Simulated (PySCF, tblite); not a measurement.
# C₃H₉FN₂Si: geometry, infrared bands and NMR shifts

Wanted: the infrared bands and NMR shifts of C₃H₉FN₂Si (`FC[C@H]1CN[SiH2]N1`), by calculation.

The runs use tblite 0.8.0 and PySCF 2.14.0, with density-fitted response routines of our own; the level of theory stands in each step. All values are computed, except where a source is named. Atoms count from 0, in the outputs and in this text.

**1. The starting structure**

16 atoms, charge 0, multiplicity 1; geometry from: force field or distance geometry start.

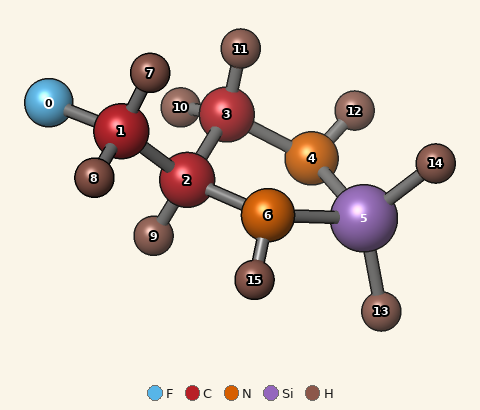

The starting geometry (fluorine blue, carbon red, nitrogen orange, silicon purple, hydrogen brown), atoms numbered.

**2. Relaxing the molecule with GFN2-xTB**

The job: settings as JSON, then the geometry in Å.

```
{"job": {"kind": "relax", "xc": "GFN2-xTB", "basis": "xTB"}, "charge": 0, "multiplicity": 1}
F      2.868900     0.602000     0.096100
C      1.965300    -0.180600    -0.574500
C      0.683300    -0.259600     0.237800
C      0.011200     1.138200     0.360500
N     -1.404000     0.840300     0.675400
Si    -1.969800    -0.610800    -0.044800
N     -0.360200    -1.113400    -0.398800
H      1.823700     0.244700    -1.557500
H      2.426600    -1.179300    -0.672500
H      0.889500    -0.636200     1.247200
H      0.462600     1.717900     1.171000
H      0.082300     1.697300    -0.564900
H     -1.987100     1.620400     0.375200
H     -2.552200    -1.500600     0.967800
H     -2.695700    -0.304200    -1.285000
H     -0.251900    -2.067200    -0.044500
```

Command:

```
$ OMP_NUM_THREADS=1 python probes_run.py task.json out
```

One launch serves the whole session: the jobs run in the order shown.

**Question.** This job is followed by: GFN2-xTB harmonic vibrations, gas phase; GIAO PBE0/pcSseg-1 NMR shielding, non-relativistic, gas phase. What will the session give for the following? strongest single infrared mode (GFN2-xTB); zero-point energy (GFN2-xTB); 13C shifts against TMS (PBE0/pcSseg-1); 1H shifts against TMS (PBE0/pcSseg-1); 19F shifts against CFCl3 (PBE0/pcSseg-1); 15N shifts against NH3 (PBE0/pcSseg-1); 29Si shifts against TMS (PBE0/pcSseg-1); surface potential, least and greatest.

**Answer**, as computed:

| quantity | value |
| --- | --- |
| strongest single infrared mode (GFN2-xTB) | 2215 cm⁻¹, 504 km/mol |
| zero-point energy (GFN2-xTB) | 77.3 kcal/mol |
| 13C shifts against TMS (PBE0/pcSseg-1) | 93.0, 57.8, 53.5 ppm |
| 1H shifts against TMS (PBE0/pcSseg-1) | 5.36, 5.32, 4.81, 4.36, 3.87, 3.80, 3.06, -0.03, -0.39 ppm |
| 19F shifts against CFCl3 (PBE0/pcSseg-1) | -252.0 ppm |
| 15N shifts against NH3 (PBE0/pcSseg-1) | 24.9, 20.3 ppm |
| 29Si shifts against TMS (PBE0/pcSseg-1) | -23.7 ppm |
| surface potential, least and greatest | -1.11 V and 1.61 V |

**Reading.** Over 34 steps the energy fell by 0.419 eV; of the close pairs, C2–N6 changed most, 1.491 to 1.444 Å. No mode is imaginary among the 42: a minimum at this level. The strongest single mode, at 2215 cm⁻¹, moves mainly H14 and H13. GFN2-xTB is a fitted tight-binding method: band positions and strengths are rough. Its intensities can rank the bands wrongly.
